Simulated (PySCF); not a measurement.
Input

```
{"job": {"kind": "epr", "basis": "pcH-1"}, "charge": 0, "multiplicity": 2}
O      0.410397     1.922265    -0.869672
C     -0.200543     0.965871    -0.485988
O     -1.558003     0.909910    -0.612889
C     -2.253308    -0.123600     0.005687
O     -1.620833    -1.387835    -0.160840
C     -0.329440    -1.318430     0.026973
C      0.439403    -0.241566     0.071304
Si     2.293773    -0.144165     0.376184
F      3.043215    -0.427751    -1.015918
H     -2.353559     0.077300     1.087334
H     -3.236467    -0.183566    -0.468381
H      2.684887    -1.240978     1.246798
H      2.676089     1.193030     0.781679
```

Command:

```sh
OMP_NUM_THREADS=1 python probes_run.py task.json out
```

Geometry: GFN2-xTB.

Method: UKS B3LYP, pcH-1 on C F H O Si, non-relativistic, mean-field spin-orbit, GIAO (PySCF 2.14.0, density-fitted response routines).

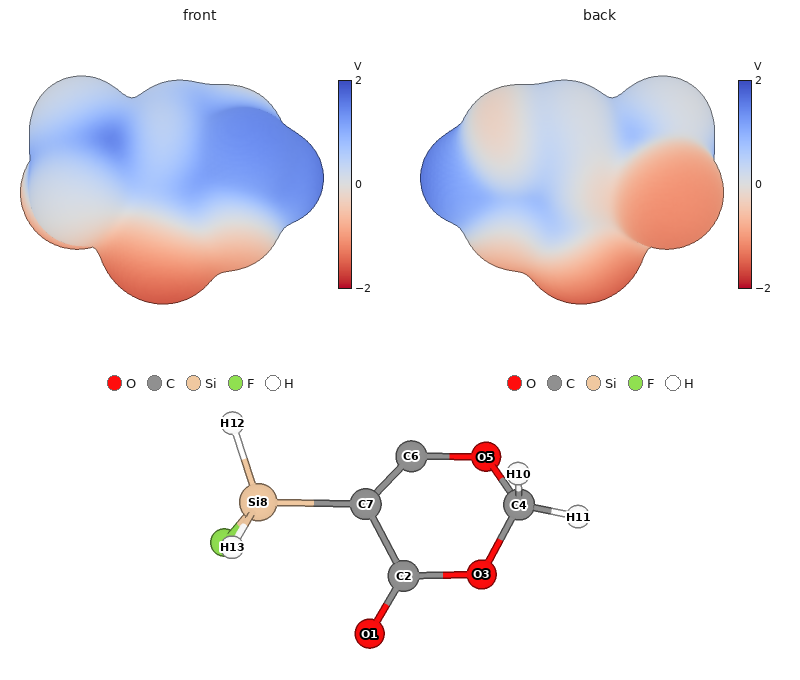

C₄H₄FO₃Si (SMILES O=C1OCO[C]=C1[SiH2]F) (doublet). The molecular electrostatic potential painted on the density surface at 0.001 e/bohr³, seen from the front and from behind; red is negative and blue positive. The bare structure is drawn below in the same view.

> Where is the surface potential most negative and most positive?

The most negative region (about −1.5 V) lies over O1, the most positive (about +1.5 V) over H11. O1 is the likeliest acceptor of a hydrogen bond.
